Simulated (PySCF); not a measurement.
**r2SCAN/cc-pVDZ run of Si2H6O (disiloxane)**

Aim: the energy change on altering one bond length of Si2H6O (disiloxane) at r2SCAN/cc-pVDZ, from 2 runs. Input form: a Python script.

Program for the calculation: PySCF 2.14.0.

1 further run of the same task is left out (set aside as unsound or not needed).

## (1) The structure to begin with

Si2H6O has 9 atoms, charge 0, and is taken as a singlet. As SMILES, `[SiH3]O[SiH3]`. Geometry: relaxed at PBE0-D4/def2-TZVP.

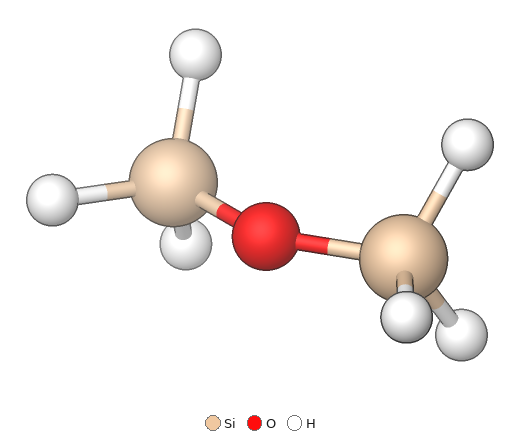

The structure, seen from a chosen angle (silicon light orange, oxygen red, hydrogen white).

## (2) The energy at r2SCAN/cc-pVDZ

The input, run.py:

```python
from pyscf import gto, dft

system = gto.M(
    atom='''
Si    -1.342254     1.989239    -1.737641
O      0.804173     0.171946    -0.463701
Si     1.465615    -1.963066     1.666266
H     -3.377451     0.428174    -2.883080
H     -0.114593     3.538361    -3.723176
H     -2.468304     3.671284     0.210383
H      4.203261    -2.538148     1.511800
H     -0.017593    -4.300261     1.188222
H      0.847145    -0.997530     4.230927
''',
    unit='bohr',
    basis='cc-pvdz',
    verbose=4,
    max_memory=1860,
)

myscf = dft.RKS(system, xc='r2scan')
myscf.conv_tol = 1e-10
myscf.grids.level = 5
myscf.kernel()
if not myscf.converged:
    myscf = myscf.newton().run(myscf.mo_coeff, myscf.mo_occ)

etot = myscf.e_tot
print('E(%s) = %.9f' % ('R2SCAN', etot))
```

Launch:

```bash
$ OMP_NUM_THREADS=1 python run.py
```

Log:

```text
PySCF version 2.14.0

[... 80 lines left out ...]
converged SCF energy = -657.762381084532
E(R2SCAN) = -657.762381085
```

Wall time 31 s (1 thread of AMD EPYC 7R43 (Zen 3), shared host); peak memory 0.41 GiB.

## (3) The distorted shape at the same level

The input, calc.py:

```python
from pyscf import gto, dft

mol = gto.M(
    atom='''
Si  -0.880661   1.196907  -1.020638
O    0.425550   0.090990  -0.245380
Si   0.775570  -1.038810   0.881750
H   -1.957641   0.370827  -1.626778
H   -0.231011   2.016667  -2.071338
H   -1.476541   2.087007   0.010212
H    2.224270  -1.343130   0.800010
H   -0.009310  -2.275600   0.628780
H    0.448290  -0.527870   2.238910
''',
    max_memory=1860,
    basis='cc-pvdz',
    verbose=4,
)

myscf = dft.RKS(mol)
myscf.xc = 'r2scan'
myscf.grids.level = 5
myscf.conv_tol = 1e-10
myscf.kernel()
if not myscf.converged:
    myscf = myscf.newton().run(myscf.mo_coeff, myscf.mo_occ)

e_tot = myscf.e_tot
print('E = %.10f Eh' % e_tot)
```

Launch:

```bash
$ OMP_NUM_THREADS=1 python calc.py
```

Log:

```text
PySCF version 2.14.0

[... 80 lines left out ...]
converged SCF energy = -657.747333084251
E = -657.7473330843 Eh
```

It took 27 s on 1 thread of AMD EPYC 7R43 (Zen 3), shared host; peak memory 0.41 GiB.

## (4) Outcome

At r2SCAN/cc-pVDZ:

```
                                                          quantity          value
                                         first shape: total energy  -657.76238 Eh
                                        first shape: dipole moment         0.33 D
                                          first shape: HOMO energy       -7.49 eV
                                          first shape: LUMO energy       -0.30 eV
                                        first shape: HOMO–LUMO gap        7.20 eV
                                     distorted shape: total energy  -657.74733 Eh
                                    distorted shape: dipole moment         1.53 D
                                      distorted shape: HOMO energy       -7.05 eV
                                      distorted shape: LUMO energy       -0.99 eV
                                    distorted shape: HOMO–LUMO gap        6.06 eV
energy change with the Si1–O2 bond stretched from 1.634 to 1.879 Å       0.409 eV
```

With the Si1–O2 bond stretched from 1.634 to 1.879 Å the energy rises by 0.41 eV (39.5 kJ/mol). The first shape isn't relaxed at this level, so the change isn't measured from a minimum. Mulliken charges (distorted shape) run from -0.59 on O2 to +0.52 on Si1; they depend strongly on the basis.
